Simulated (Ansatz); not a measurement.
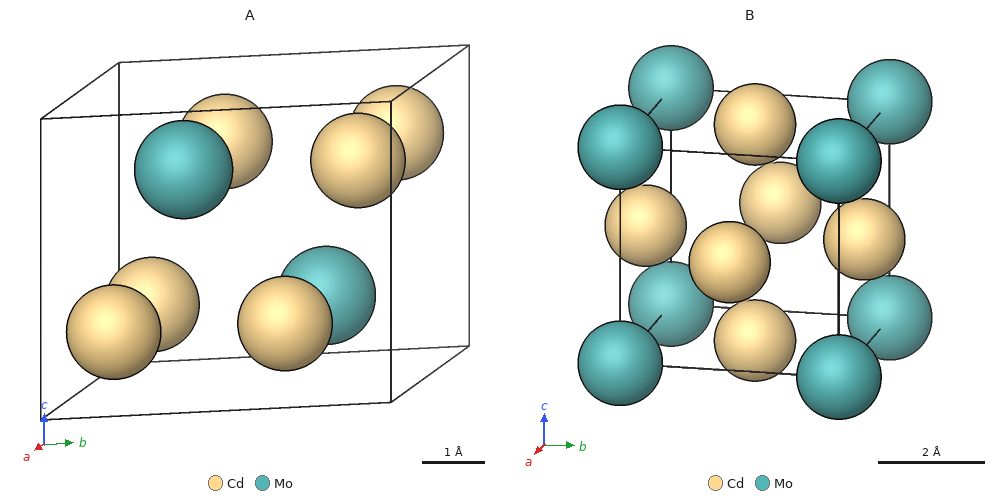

Two structures of Cd$_{3}$Mo, each relaxed to rest (conventional cells in solid outline, small ones repeated, not to one scale). Method: Ansatz 0.2.0, DFT PBE, scalar-relativistic, plane waves, PAW, without spin polarisation.

Describe A and B.

Answer. A: 8 atoms a cell on a primitive hexagonal lattice, P6_3/mmc. B: Cu₃Au (L1₂) type, Pm-3m.

A or B: which is lower in energy?

Answer. B is lower, by 103 meV/atom at this level of theory (energies at zero smearing). Volumes: A 19.3, B 19.1 Å³/atom.

One or both may be structure types tried for this composition rather than known phases.
